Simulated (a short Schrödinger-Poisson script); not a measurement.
System: gated Al0.4Ga0.6N/GaN polarisation-induced gas, at 77 K.

```
layer     material  thickness (nm)  Na (cm⁻³)
-----  -----------  --------------  ---------
1      Al0.4Ga0.6N              30          -
2              GaN            6000       9e15
```

The device is made up for the run: typed textbook-type constants, with dimensions and the other settings drawn at random. Al0.4Ga0.6N: permittivity 9.26, conduction-band edge (eV) 0.58, gap (eV) 4.258, electron mass (mₑ) 0.248, Nv at 300 K (cm⁻³) 4.6e19. GaN: permittivity 9.5, conduction-band edge (eV) 0, gap (eV) 3.43, Nv at 300 K (cm⁻³) 4.6e19.

Channel valleys (confinement mass, in-plane density-of-states mass, number): Γ 0.2, 0.2, 1. At the gate the conduction-band edge of layer 1 lies 1.36 eV − eVg above the Fermi level of the channel; the field vanishes at the back. Sheet of polarisation charge: +2e13 e/cm² at 30 nm from the gate. The barrier under the gate holds no holes. Gaps are held at their typed values at every temperature. Mesh 0.08 nm at interfaces.

Solved with a short Schrödinger-Poisson script written for these runs: 1D Poisson equation in equilibrium, electrons quantum, Hartree plus LDA exchange-correlation (BenDaniel-Duke, 40 states a valley, the channel's in-plane mass for all, wave functions free to enter the barrier), parabolic valleys, classical holes, full ionisation, no traps, pinning or gate leakage.

Only gate voltages with over 1e8 electrons/cm² are shown.

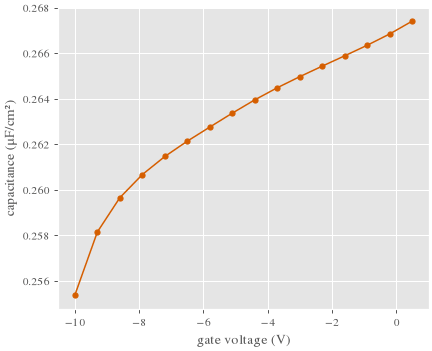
Figure. Quasi-static capacitance against gate voltage

```csv
Vg (V),electrons (cm⁻²),in the channel layer,C (μF/cm²),Γ E0 (meV),Γ E1 (meV)
0.5,1.81e13,1.65e13,0.267,-198.8,-18.0
-0.2,1.70e13,1.56e13,0.267,-187.8,-14.8
-0.9,1.58e13,1.46e13,0.266,-176.6,-11.7
-1.6,1.47e13,1.37e13,0.266,-165.2,-8.6
-2.3,1.35e13,1.27e13,0.265,-153.7,-5.3
-3,1.23e13,1.16e13,0.265,-142.0,-1.9
-3.7,1.12e13,1.06e13,0.264,-130.1,1.9
-4.4,1.00e13,9.58e12,0.264,-117.9,6.5
-5.1,8.87e12,8.53e12,0.263,-105.2,12.2
-5.8,7.72e12,7.46e12,0.263,-92.1,18.9
-6.5,6.58e12,6.39e12,0.262,-78.6,26.1
-7.2,5.43e12,5.30e12,0.261,-65.0,33.3
-7.9,4.29e12,4.21e12,0.261,-51.4,39.9
-8.6,3.16e12,3.11e12,0.260,-37.7,45.8
-9.3,2.02e12,2.00e12,0.258,-24.1,50.8
-10,9.01e11,8.95e11,0.255,-9.3,55.0
```

Subbands count from the Fermi level.
